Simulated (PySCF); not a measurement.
# C₈H₁₁FSi: what the fields show

```xyz
21

F    -4.4158    0.7175    1.2077
C    -4.0130    0.4150   -0.0739
C    -3.3520   -0.9590   -0.2345
Si   -2.1753    0.4828   -0.5475
C    -0.9374    0.9628    0.8119
C     0.3510    0.3455    0.5895
C     1.4056   -0.1906    0.3860
C     2.6792   -0.7970    0.1526
C     3.6287   -0.1542   -0.8242
C     3.9274   -0.1088    0.6398
H    -4.8258    0.6594   -0.7492
H    -3.7356   -1.5667   -1.0413
H    -3.2753   -1.5243    0.6845
H    -1.8699    0.8406   -1.9224
H    -0.8074    2.0479    0.8362
H    -1.3239    0.6567    1.7876
H     2.6593   -1.8809    0.1886
H     3.3111    0.7587   -1.3052
H     4.2211   -0.8001   -1.4546
H     4.7274   -0.7225    1.0254
H     3.8117    0.8343    1.1521
```

Geometry: GFN2-xTB.

These are results of PBE0/pcSseg-1, SCF density, gas phase, non-relativistic in PySCF, not measurements.

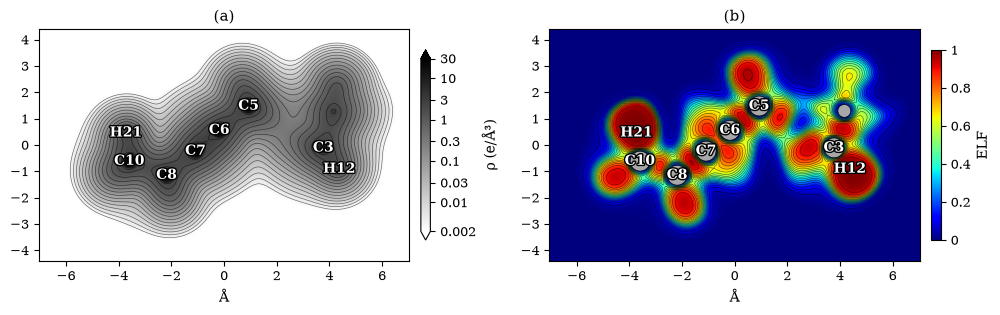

Figure 1. (a) total electron density; (b) electron localisation function on the plane of atoms C8, C10 and H21. Grey discs cover the atomic cores in the ELF map.

Read the bonding off the picture.

The plane passes through C and H nuclei. C–C (1.20 Å): ρ at the midpoint is about 2.7 e/Å³; the ELF peaks at about 0.85 between the atoms (a multiple bond). C–H (1.08 Å): ρ at the midpoint is about 2 e/Å³; the ELF climbs to about 1 towards the hydrogen, as it does in any bond to H; an ordinary covalent bond to hydrogen.

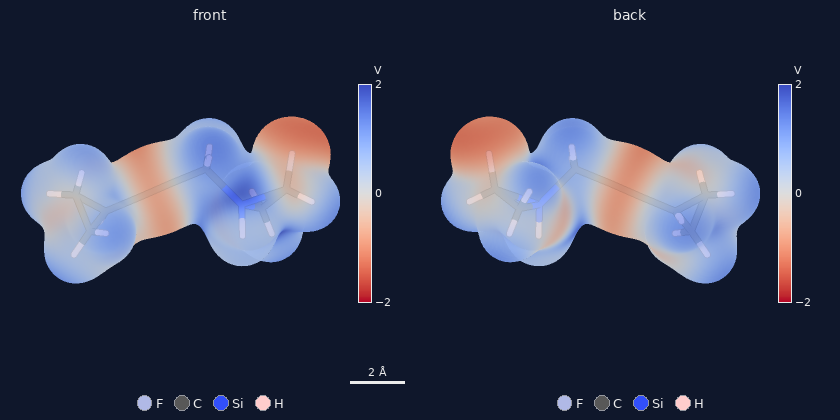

Figure 2. The molecular electrostatic potential painted on the density surface at 0.004 e/bohr³, seen from the front and from behind; red is negative and blue positive.

Where is the surface potential most negative and most positive?

The most negative region (about −1.3 V) lies over F1, the most positive (about +1.7 V) over Si4.

How polar is the molecule by this calculation?

Its dipole moment is 2.14 D.
